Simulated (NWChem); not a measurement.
# MP2/LANL2DZ (core potential) run of MgNH2Cl (SMILES [NH2][Mg][Cl])

Aim: the energy difference between two shapes of MgNH2Cl at MP2/LANL2DZ (core potential), from 2 runs. 

Program for the calculation: NWChem 7.3.0.

5 further runs of the same task are left out: 5 set aside as unsound or not needed.

### 1 The molecule

MgNH2Cl has 5 atoms, charge 0, and is taken as a singlet. As SMILES, `[NH2][Mg][Cl]`. Geometry: relaxed at PBE0-D4/def2-TZVP.

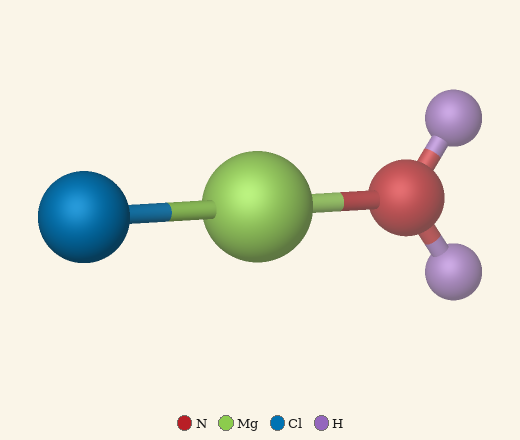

Viewed from a chosen angle; nitrogen red, magnesium green, chlorine blue, hydrogen purple.

### 2 The energy at MP2/LANL2DZ (core potential)

The input, clh2mgn.nw:

```
start clh2mgn
memory 2200 mb
charge 0

geometry noautoz
  N       -0.617700       0.544600      -0.444600
  Mg       0.624500      -0.561800       0.418000
  Cl       2.072300      -1.850800       1.423300
  H       -0.787700       1.519100      -0.248100
  H       -1.241500       0.275300      -1.190000
end

basis spherical
  N library "lanl2dz ecp"
  Mg library "lanl2dz ecp"
  Cl library "lanl2dz ecp"
  H library "lanl2dz ecp"
end

ecp
  Mg library "lanl2dz ecp"
  Cl library "lanl2dz ecp"
end

scf
  nopen 0
  rhf
  thresh 1e-05
  maxiter 60
  print medium
end

mp2
  freeze core 1
end

task mp2 energy
```

Launch:

```sh
nwchem clh2mgn.nw > clh2mgn.out
```

Output, cut to the lines that bear on the results:

```text
[...]
 Group name             C2v
[...]
  functions       =    29
[...]
  wavefunction    = RHF
[...]
         Total SCF energy =    -71.200439242384
      One-electron energy =   -149.139325650497
      Two-electron energy =     54.149321669612
 Nuclear repulsion energy =     23.789564738500
        Time for solution =      0.3s
[...]
          Total MP2 energy           -71.358155572839
[...]
```

It took 1 s on 1 thread of Intel Xeon 6975P-C (Granite Rapids), shared host; peak memory 0.099 GiB.

### 3 The distorted shape, same level

The input, clh2mgn.nw:

```
start clh2mgn
memory 2200 mb

geometry units angstrom noautoz
  N    -0.606255    0.578963   -0.397718
  Mg    0.568713   -0.578250    0.384090
  Cl    2.096707   -1.868236    1.428298
  H    -0.689189    1.604690   -0.256126
  H    -1.158161    0.171095   -1.129443
end

basis "ao basis" spherical
  N library "lanl2dz ecp"
  Mg library "lanl2dz ecp"
  Cl library "lanl2dz ecp"
  H library "lanl2dz ecp"
end

ecp
  Mg library "lanl2dz ecp"
  Cl library "lanl2dz ecp"
end

scf
  thresh 1e-05
  maxiter 60
  print low
end

mp2
  freeze core 1
end

task mp2
```

Launch:

```sh
nwchem clh2mgn.nw > clh2mgn.out
```

Output, cut to the lines that bear on the results:

```text
[...]
  functions       =    29
[...]
  wavefunction    = RHF
[...]
         Total SCF energy =    -71.195473924846
      One-electron energy =   -148.959955005769
      Two-electron energy =     54.074329246453
 Nuclear repulsion energy =     23.690151834469
        Time for solution =      0.4s
[...]
          Total MP2 energy           -71.354272393771
[...]
```

It took 1.1 s on 1 thread of Intel Xeon 6975P-C (Granite Rapids), shared host; peak memory 0.1 GiB.

### 4 Summary of results

Level: MP2/LANL2DZ (core potential), 1 core orbital frozen.

| quantity | value |
| --- | --- |
| first shape: total energy | -71.35816 Eh |
| first shape: HOMO energy (Hartree–Fock orbitals) | -10.07 eV |
| first shape: LUMO energy (Hartree–Fock orbitals) | 1.21 eV |
| first shape: HOMO–LUMO gap (Hartree–Fock orbitals) | 11.28 eV |
| first shape: correlation energy (1 core orbital frozen) | -157.7 mEh |
| distorted shape: total energy | -71.35427 Eh |
| distorted shape: correlation energy (1 core orbital frozen) | -158.8 mEh |
| energy change with the atoms displaced | 0.106 eV |

What this shows: With the atoms displaced the energy rises by 0.11 eV (2.4 kcal/mol). The first shape isn't relaxed at this level, so the change isn't measured from a minimum.
